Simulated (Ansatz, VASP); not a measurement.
# MoH3: VASP beside Ansatz

Aim: how closely do two programs agree when they are given the same cell, functional and k mesh? The cell is generated by rule, not measured, and may not be a known phase. The cell is a member of a volume series, scaled by 0.96 from a relaxed one, so a pressure remains.

Main program and level: Ansatz 0.2.0; plane waves, with VASP 6.6.1 beside it; single point at PBEsol with D4.

## Step 1: The starting structure

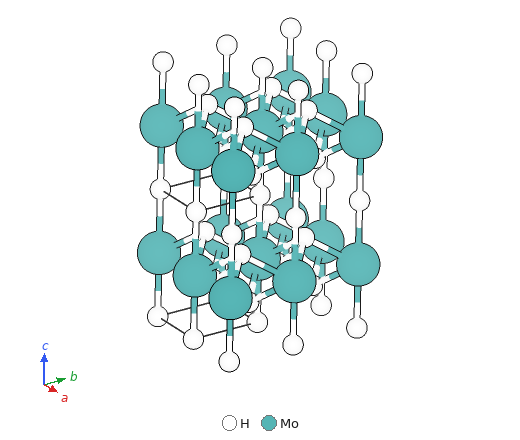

Start, viewed slightly off an axis; hydrogen white, molybdenum teal. 2×2×2 cells are drawn. Some periodic images of atoms are drawn too.

Structure file:

```cif
data_structure
_symmetry_space_group_name_H-M 'P-3m1'
_symmetry_Int_Tables_number 164
_cell_length_a 2.8234
_cell_length_b 2.8234
_cell_length_c 3.6597
_cell_angle_alpha 90.000
_cell_angle_beta 90.000
_cell_angle_gamma 120.000
_cell_volume 25.27
loop_
_atom_site_label
_atom_site_type_symbol
_atom_site_symmetry_multiplicity
_atom_site_Wyckoff_symbol
_atom_site_fract_x
_atom_site_fract_y
_atom_site_fract_z
_atom_site_occupancy
H1 H 2 d 0.66667 0.33333 0.73954 1
H2 H 1 a 0.00000 0.00000 0.00000 1
Mo1 Mo 1 b 0.00000 0.00000 0.50000 1
```

## Step 2: Ansatz: single point, PBEsol with D4

Ansatz runs on its default PAW (the set named soft_2) files.

A single point gives forces, pressure and levels at one fixed geometry, so differences don't come from the geometry; what else differs is listed under the comparison.

The input, input.yaml:

```yaml
crystal:
  lattice:
    - [2.8234418279, 0.0, 0.0]
    - [-1.4117209139, 2.4451723456, 0.0]
    - [0.0, 0.0, 3.6597016305]
  atoms:
    - { symbol: H, position: [0.666666667, 0.333333333, 0.739538001] }
    - { symbol: H, position: [0.333333333, 0.666666667, 0.260461999] }
    - { symbol: H, position: [0.0, 0.0, 0.0] }
    - { symbol: Mo, position: [0.0, 0.0, 0.5] }
hamiltonian:
  xc: pbesol
  pseudopotentials: { kind: paw }
  dispersion: d4
kpoints:
  mp_grid: { grid: [11, 11, 7] }
scf:
  occupations: { method: fermi_dirac, width: 0.05 }
  n_extra_bands: 5
output:
  forces: true
  stress: true
  eigenvalues: true
```

Run with:

```sh
$ ansatz run input.yaml --threads 2 --pin off --max-ram 4608MiB --backend cpu --events-out ev --progress --plain --runs-dir out
```

Numbers of over 12 decimals in the logs are rounded to 6 here.

Output:

```text
scf.n_extra_bands = 5 over 9 filled bands (N_el = 17.0): the run solves 14 bands
Engine: ansatz 0.2.0, aarch64-unknown-linux-gnu
Pseudopotentials: kind: paw
Pseudopotential: H, paw, valence charge 1, recommended cutoff 420 eV (normal), H.paw.azcp
Pseudopotential: Mo, paw, valence charge 14, recommended cutoff 420 eV (normal), Mo.paw.azcp
Functional definition: PBEsol
  exchange = pbesol_x
  correlation = pbesol_c
Crystal: 4 atoms, lattice volume = 25.266 Å³
Basis set: ecut = 420 eV, 493 PW (Γ), exchange–correlation on 40×40×50 points (8 copies of the dense FFT grid, shifted against one another)
Bands: 14, of which v1, the nominal top of the filled ones, is band 9 counted from 1 (8 counted from 0)
Symmetry: 12 space group operations
Space group: P-3m1 (ITA 164), of the structure as read, at distance tolerance 2.9e-5 Å
k-points: 94 of 847
Non-local potential: H, projectors of the file, l = 0: 2, l = 1: 1
Non-local potential: Mo, projectors of the file, l = 0: 3, l = 1: 2, l = 2: 2, l = 3: 1
PAW form: soft (Blöchl's): semilocal exchange-correlation on the pseudo side does not see the compensation charge
PAW frozen core: Mo, regenerated for the run's functional, and the local potential with it (the file was generated under x = pbe(κ = 0.804, μ = 0.219515), c = pbe(β = 0.066725))
PAW one-centre angular grid: H, 110 points (default); XC on 64 Gauss nodes
PAW one-centre angular grid: Mo, 590 points (default); XC on 64 Gauss nodes
Initial density: superposition of atomic densities (neutral atoms: chi_scale 0, normalization atom), corrected by the library's trained network
Initial wavefunctions: pseudopotential atomic-orbital guess
Functional: x = pbesol(κ = 0.804, μ = 0.123457), c = pbesol(β = 0.046)
SCF iter   1: F=—  HF=-4944.472987 eV  |F-HF|=—  |Δ(HF+E_count)|=         —  Δρ=1.43e-2  dr2=3.22e-2  ethr=1.77e-3  ⟨swp⟩=5.5  Hψ=7648  notcnv=0
preconditioner: auto → none  [metal: Δε(μ)=0.081 eV  Ē_g=10.526 eV  σ=0.050 eV  W_gap=0.36  n_scr=2 (ndim 8)  ℏωp=22.2 eV  f_vac=0.000  D(μ)=0.83/eV (n_scr^D=2)  sad-step TF]
SCF iter   2: F=—  HF=-4944.465585 eV  |F-HF|=—  |Δ(HF+E_count)|=   7.40e-3  Δρ=7.97e-3  dr2=1.12e-2  ethr=1.89e-4  ⟨swp⟩=1.6  Hψ=2164  notcnv=0  defer=3
SCF iter   3: F=—  HF=-4944.461953 eV  |F-HF|=—  |Δ(HF+E_count)|=   3.63e-3  Δρ=4.20e-4  dr2=3.32e-5  ethr=6.58e-5  ⟨swp⟩=2.8  Hψ=2297  notcnv=0  defer=3
SCF iter   4: F=—  HF=-4944.461943 eV  |F-HF|=—  |Δ(HF+E_count)|=   1.08e-5  Δρ=7.08e-5  dr2=6.90e-7  ethr=1.95e-7  ⟨swp⟩=2.4  Hψ=1891  notcnv=0  defer=5
iter 5 did not close the SCF: its close was put off for the readings that it lacked (scf_convergence_deferred on its scf_iter line)
SCF iter   5: F=-4944.461943 eV  HF=-4944.461943 eV  |F-HF|=1.33e-9  |Δ(HF+E_count)|=   5.77e-8  Δρ=8.96e-6  dr2=5.89e-9  ethr=4.06e-9  ⟨swp⟩=2.2  Hψ=1969  notcnv=0  defer=5
SCF iter   6: F=-4944.461943 eV  HF=-4944.461943 eV  |F-HF|=4.55e-12  |Δ(HF+E_count)|=   2.21e-9  Δρ=7.85e-7  dr2=7.09e-11  ethr=3.46e-11  ⟨swp⟩=3.8  Hψ=4657  notcnv=0
SCF 1 converged in 6 iterations: F = -4944.461943 eV  dr2 = 7.09e-11
  greatest PAW one-centre occupation: 0.999 electrons in one spin orbital (limit 2), on the Mo atom at site 3 (counted from 0), in its partial waves of l = 0
SCF converged after 6 iterations
Free energy (F): -4944.461943 eV
Harris-Foulkes:  -4944.461943 eV  (|F-HF|=4.55e-12)
Internal energy: -4944.454588 eV  (E = F + TS)
E sigma→0 (E₀):  -4944.458265 eV
Entropy (-TS):   -0.007355 eV (-1.839 meV/atom)
Fermi energy:    13.562315 eV
--- Per-component energies (eV) ---
  E_band       = -141.869706
  E_kinetic    = 486.138835
  E_local      = -1164.702564  (includes V_loc(G=0)·N_el)
  E_nonlocal   = 148.568839
  E_hartree    = 400.325563
  E_xc         = -210.753366
  E_vxc        = -265.514785  (∫ρ·V_xc dr)
  E_paw        = -3145.333968  (= ΣΔE_a)
  E_vpaw       = -147.007563  (= ΣTr[D̂ρ^β])
  E_aug_tail   = -0.003558  (compensation charges beyond the density's cutoff)
  E_ewald      = -1458.326098
  E_disp       = -0.577570  (pairwise vdW)
  E_core_change = 0.209299  (= ΣΔE_core)
  E_smearing   = -0.007355  (= −TS)
  E_closure    = -0.000000  (closes the sum)
  Σ components = -4944.461943   (vs F -4944.461943, Δ=0.00e0)
--- Forces (eV/Å), atoms counted from 1 ---
  atom   1  H     -0.00000000    -0.00000000     0.17713530
  atom   2  H      0.00000000     0.00000000    -0.17713530
  atom   3  H     -0.00000000     0.00000000     0.00000000
  atom   4  Mo     0.00000000     0.00000000     0.00000000
  max |Σ_I F_I| component: 1.16e-18 eV/Å
--- Stress (GPa, compression-positive) ---
       10.739325       0.000000       0.000000
        0.000000      10.739325      -0.000000
        0.000000      -0.000000       8.570911
  P = ⅓ Tr σ = 10.0165 GPa (100.165 kbar)
--- Band table (eV; the first three rows and the last of 94) ---
  k-point 0: bands = [... 5 lower, 7.5343, 11.7036, 12.3162, 12.3162, 15.2781, 15.2781, 23.4772, 23.6946, ... 1 higher]
  k-point 1: bands = [... 5 lower, 7.4345, 11.7167, 12.3298, 12.3298, 15.2010, 15.2010, 21.4616, 24.3176, ... 1 higher]
  k-point 2: bands = [... 5 lower, 6.9878, 12.0030, 12.3605, 12.3605, 15.0347, 15.0347, 18.8916, 24.4887, ... 1 higher]
  k-point 93: bands = [... 5 lower, 7.9704, 11.0940, 11.1185, 12.1563, 14.9537, 19.2112, 20.3886, 22.1793, ... 1 higher]
```

It took 1.9 s on 2 threads of Arm Neoverse V1, shared host; peak memory 0.3 GiB; 3.5 s of CPU time.

Reading the cycles: dr2 is the Hartree energy of the density residual (eV), the measure of convergence; HF is the Harris–Foulkes estimate of the energy, which meets the free energy F at convergence.

The run ends at a pressure of 10.02 GPa, with forces up to 0.18 eV/Å.

## Step 3: VASP: single point, PBEsol with D4

The same cell, functional, mesh and smearing now go to VASP, with its own data sets and cutoff.

Lines of VASP's logs that name or quote its potential files are left out, and so is its time.

The input, INCAR:

```
SYSTEM = MoH3
PREC = Accurate
ENCUT = 400
EDIFF = 1E-06
NELM = 100
ISMEAR = -1
SIGMA = 0.05
LREAL = .FALSE.
ALGO = Normal
GGA = PS
IVDW = 13
NBANDS = 14
LORBIT = 11
LWAVE = .FALSE.
LCHARG = .FALSE.
KPAR = 2
ISIF = 2
```

The input, POSCAR:

```
MoH3
1.0
    2.8234418279      0.0000000000      0.0000000000
   -1.4117209139      2.4451723456      0.0000000000
    0.0000000000      0.0000000000      3.6597016305
H Mo
3 1
Direct
    0.6666666670      0.3333333330      0.7395380010
    0.3333333330      0.6666666670      0.2604619990
    0.0000000000      0.0000000000      0.0000000000
    0.0000000000      0.0000000000      0.5000000000
```

The input, KPOINTS:

```
Automatic mesh
0
Gamma
11 11 7
0 0 0
```

Potentials, in the order of the species: H and Mo_sv (PBE family, release 64).

Run with:

```sh
$ mpirun -np 2 vasp_std
```

Output:

```text
[banner, memory and clock lines left out]
running    2 mpi-ranks, on    1 nodes
 distrk:  each k-point on    1 cores,    2 groups
 distr:  one band on    1 cores,    1 groups

 POSCAR found type information on POSCAR H Mo
 POSCAR found :  2 types and       4 ions
|                                                                             |
|               ----> ADVICE to this user running VASP <----                  |
|                                                                             |
|     You enforced a specific xc type in the INCAR file but a different       |
|     [... a line on the potential file left out ...]
|     I HOPE YOU KNOW WHAT YOU ARE DOING!                                     |
|                                                                             |

 LDA part: xc-table for (Slater+PW92), standard interpolation
 POSCAR, INCAR and KPOINTS ok, starting setup
 FFT: planning ... GRIDC
 FFT: planning ... GRID_SOFT
 FFT: planning ... GRID
 WAVECAR not read
 entering main loop
       N       E                     dE             d eps       ncg     rms          rms(c)
DAV:   1     0.916682471436E+02    0.91668E+02   -0.86657E+03  2718   0.930E+02
DAV:   2    -0.211882120963E+02   -0.11286E+03   -0.10972E+03  3196   0.300E+02
DAV:   3    -0.226854268098E+02   -0.14972E+01   -0.14930E+01  3028   0.353E+01
DAV:   4    -0.226901839501E+02   -0.47571E-02   -0.47570E-02  3130   0.221E+00
DAV:   5    -0.226902193974E+02   -0.35447E-04   -0.35447E-04  3046   0.161E-01    0.264E+01
DAV:   6    -0.212427128821E+02    0.14475E+01   -0.26176E+00  2902   0.175E+01    0.596E+00
DAV:   7    -0.211434199419E+02    0.99293E-01   -0.17624E-01  2986   0.354E+00    0.191E+00
DAV:   8    -0.211218619399E+02    0.21558E-01   -0.33297E-02  2890   0.166E+00    0.174E-01
DAV:   9    -0.211218917399E+02   -0.29800E-04   -0.10780E-03  2854   0.258E-01    0.982E-02
DAV:  10    -0.211219080837E+02   -0.16344E-04   -0.14392E-04  3046   0.116E-01    0.273E-02
DAV:  11    -0.211219070333E+02    0.10504E-05   -0.92628E-06  2776   0.208E-02    0.123E-02
DAV:  12    -0.211219075898E+02   -0.55648E-06   -0.13827E-06  2426   0.119E-02
   1 F= -.21699137E+02 E0= -.21695450E+02  d E =-.737456E-02
```

OUTCAR, selected parts (step 3):

```text
ion  position               nearest neighbor table
   1  0.667  0.333  0.740-   4 1.85   4 1.85   4 1.85
   2  0.333  0.667  0.260-   4 1.85   4 1.85   4 1.85
   3  0.000  0.000  0.000-   4 1.83   4 1.83
   4  0.000  0.000  0.500-   3 1.83   3 1.83   1 1.85   2 1.85   2 1.85   1 1.85   1 1.85   2 1.85

  LATTYP: Found a hexagonal cell.
 ALAT       =     2.8234418279
 C/A-ratio  =     1.2961845342

 Subroutine GETGRP returns: Found 12 space group operations
 (whereof 12 operations were pure point group operations)

The static configuration has the point symmetry D_3d.

 Found     94 irreducible k-points:

   k-points           NKPTS =     94   k-points in BZ     NKDIM =     94   number of bands    NBANDS=     14

   dimension x,y,z NGX =    18 NGY =   18 NGZ =   24
   dimension x,y,z NGXF=    36 NGYF=   36 NGZF=   48

   ENCUT  =  400.0 eV  29.40 Ry    5.42 a.u.   4.60  4.60  5.97*2*pi/ulx,y,z

   NELECT =      17.0000    total number of electrons

 k-points in reciprocal lattice and weights: Automatic mesh
   0.00000000  0.00000000  0.00000000       0.001
   0.09090909 -0.00000000  0.00000000       0.007
   0.18181818  0.00000000  0.00000000       0.007
   0.27272727  0.00000000  0.00000000       0.007
   0.36363636 -0.00000000  0.00000000       0.007
   0.45454545  0.00000000  0.00000000       0.007
   0.09090909  0.09090909  0.00000000       0.007
   0.18181818  0.09090909  0.00000000       0.014
   0.27272727  0.09090909  0.00000000       0.014
[...]
0.27272727  0.27272727  0.42857143       0.014
   0.36363636  0.27272727  0.42857143       0.014

 average (electrostatic) potential at core
       1 -29.0309       2 -29.0309       3 -28.3887       4 -73.4722

 E-fermi :   8.0108

 k-point     1 :       0.0000    0.0000    0.0000
  band No.  band energies     occupation
    ...
      5      -2.8484      2.00000
      6       1.9766      2.00000
      7       6.1515      2.00000
      8       6.7689      2.00000
      9       6.7689      2.00000
     10       9.7299      0.00000
     11       9.7299      0.00000
     12      17.9427      0.00000
     13      18.1767      0.00000
     14      20.4642      0.00000

 k-point     2 :       0.0909   -0.0000    0.0000
  band No.  band energies     occupation
    ...
      5      -2.6100      2.00000
      6       2.1546      2.00000
      7       4.9790      2.00000
      8       7.0340      2.00000
      9       7.2515      2.00000
     10       9.6489      0.00000
     11      10.2537      0.00000
     12      17.6563      0.00000
     13      18.7366      0.00000
     14      19.7200      0.00000

 k-point     3 :       0.1818    0.0000    0.0000
  band No.  band energies     occupation
    ...
      5      -1.9462      2.00000
      6       2.5652      2.00000
      7       3.6790      2.00000
      8       6.8943      2.00000
      9       7.7926      1.97486
     10       9.4484      0.00000
     11      11.6570      0.00000
     12      16.5886      0.00000
     13      18.8283      0.00000
     14      19.7725      0.00000

  DFT-D4 for vdW energy calculation

  Edisp (eV):   -0.57723

  Total       1.52172     1.52172     1.15870     0.00000    -0.00000     0.00000
  in kB      96.49639    96.49639    73.47604     0.00000    -0.00000     0.00000
  external pressure =       88.82 kB  Pullay stress =        0.00 kB

  energy-cutoff  :      400.00
  volume of cell :       25.27
      direct lattice vectors                 reciprocal lattice vectors
     2.823441828  0.000000000  0.000000000     0.354177653  0.204484564  0.000000000
    -1.411720914  2.445172346  0.000000000     0.000000000  0.408969127  0.000000000
     0.000000000  0.000000000  3.659701630     0.000000000  0.000000000  0.273246319

 POSITION                                       TOTAL-FORCE (eV/Angst)
 -----------------------------------------------------------------------------------
      1.41172      0.81506      2.70649        -0.000000      0.000000      0.186413
     -0.00000      1.63011      0.95321         0.000000     -0.000000     -0.186413
      0.00000      0.00000      0.00000        -0.000000     -0.000000      0.000000
      0.00000      0.00000      1.82985        -0.000000     -0.000000      0.000000
 -----------------------------------------------------------------------------------
    total drift:                                0.000000      0.000000      0.000000

  FREE ENERGIE OF THE ION-ELECTRON SYSTEM (eV)
  ---------------------------------------------------
  free  energy   TOTEN  =       -21.6991368451 eV

  energy  without entropy=      -21.6917622881  energy(sigma->0) =      -21.69544957

 total charge
# of ion       s       p       d       tot
------------------------------------------
    1        0.558   0.027   0.000   0.585
    2        0.558   0.027   0.000   0.585
    3        0.544   0.015   0.000   0.559
    4        2.334   6.261   4.056  12.652
--------------------------------------------------
tot          3.995   6.330   4.056  14.381

[... 3 further parts left out ...]
```

The run ends at a pressure of 8.88 GPa, with forces up to 0.19 eV/Å.

## Step 4: Side by side

Known differences besides the PAW data sets themselves: the cutoff is 420 eV in Ansatz and 400 eV in VASP; Ansatz makes its cores anew for this functional, VASP keeps those of its PBE data sets; VASP leaves aspherical gradient terms in its spheres out (LASPH is not set), Ansatz keeps them. Total energies have different zeros and are not compared.

The two programs side by side:

```
      quantity  Ansatz  VASP  difference
pressure (GPa)   10.02  8.88       +1.13
```

Forces (eV/Å; atoms numbered as in POSCAR):

```
atom        Ansatz x, y, z          VASP x, y, z
  H1   0.000, 0.000, 0.177   0.000, 0.000, 0.186
  H2  0.000, 0.000, -0.177  0.000, 0.000, -0.186
  H3   0.000, 0.000, 0.000   0.000, 0.000, 0.000
 Mo4   0.000, 0.000, 0.000   0.000, 0.000, 0.000
```

The forces differ by 3.8 meV/Å r.m.s., which is 5.0 % of the r.m.s. force of 0.08 eV/Å (both taken over all components). Ansatz's pressure holds a Pulay correction of 0.24 GPa; VASP's holds none.

## Step 5: Looking for the cause

The difference is large enough to ask for its cause, so further runs change the set-up of one program at a time, as the table lists.

```
                                                           run  difference in pressure (GPa)
                                                      as above                           1.1
cores kept as stored, as VASP does, whose cores stay as stored                           1.2
                      Ansatz's larger PAW set (cutoff 1000 eV)                           1.1
                   norm-conserving potentials (cutoff 1088 eV)                           1.3
```

## Step 6: Ansatz: single point, PBEsol with D4

A single point gives forces, pressure and levels at one fixed geometry, so differences don't come from the geometry; what else differs is listed under the comparison. The cell compared in this pair holds 25.79 Å³, against 25.27 Å³ for the pair before.

The cell is a member of a volume series, scaled by 0.98 from a relaxed one, so a pressure remains.

Changes to input.yaml since step 2:

```diff
@@ -2,5 +2,5 @@
   lattice:
-    - [2.8234418279, 0.0, 0.0]
-    - [-1.4117209139, 2.4451723456, 0.0]
-    - [0.0, 0.0, 3.6597016305]
+    - [2.8429144558, 0.0, 0.0]
+    - [-1.4214572279, 2.4620361361, 0.0]
+    - [0.0, 0.0, 3.6849417496]
   atoms:
```

Run with:

```sh
$ ansatz run input.yaml --threads 2 --pin off --max-ram 4608MiB --backend cpu --events-out ev --progress --plain --runs-dir out
```

Output:

```text
[...]
Crystal: 4 atoms, lattice volume = 25.792 Å³
Basis set: ecut = 420 eV, 493 PW (Γ), exchange–correlation on 40×40×50 points (8 copies of the dense FFT grid, shifted against one another)
Bands: 14, of which v1, the nominal top of the filled ones, is band 9 counted from 1 (8 counted from 0)
Symmetry: 12 space group operations
[...]
k-points: 94 of 847
[...]
k-point 0: bands = [... 5 lower, 7.2914, 11.3428, 11.9864, 11.9864, 14.8578, 14.8578, 22.9023, 23.2820, ... 1 higher]
  k-point 1: bands = [... 5 lower, 7.1835, 11.3623, 11.9995, 11.9995, 14.7838, 14.7838, 20.9672, 23.8646, ... 1 higher]
  k-point 2: bands = [... 5 lower, 6.7203, 11.6586, 12.0290, 12.0290, 14.6239, 14.6239, 18.4497, 24.0556, ... 1 higher]
  k-point 93: bands = [... 5 lower, 7.6928, 10.7725, 10.7926, 11.8225, 14.5399, 18.7038, 19.8709, 21.6239, ... 1 higher]
[key lines of the parts left out:]
SCF converged after 6 iterations
Free energy (F): -4944.487092 eV
Fermi energy:    13.197681 eV
P = ⅓ Tr σ = 5.3597 GPa (53.597 kbar)
```

Run time: 1.9 s. Hardware: 2 threads; peak memory 0.3 GiB; 3.5 s of CPU time.

The run ends at a pressure of 5.36 GPa, with forces up to 0.081 eV/Å.

(Continued in part 2 of 2.)

[Lines on the potential files, build, host, timing and source positions are cut from VASP's logs without a mark.]

[Logs are printed without paths, hosts, clocks, repeated set-up lines and the standing remarks that a program may print on its own settings, such as how far it seeks lower states.]

[Hosts, paths, dates, database ids (printed as entryN), source tags and the programs' standing remarks are cut or masked in the printed files.]
